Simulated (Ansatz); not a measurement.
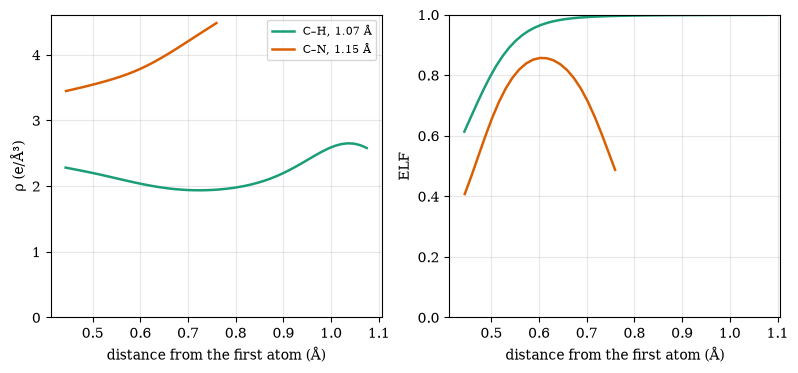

Figure. HCN. Total electron density and electron localisation function along straight lines between neighbouring atoms. The curves leave out the atomic cores.

Geometry: PBE0-D4/def2-TZVP.

Method: RKS PBE0-D4/def2-TZVPPD in Ansatz.

Q: What kind of bonding do the profiles show?

A: C–H (1.07 Å): ρ is about 2.1 e/Å³ halfway; the ELF climbs to about 1 towards the hydrogen, as it does in any bond to H (an ordinary covalent bond to hydrogen).
C–N (1.15 Å): the density is about 3.7 e/Å³ at the midpoint; the ELF peaks at about 0.85 between the atoms: a short, multiple covalent bond.
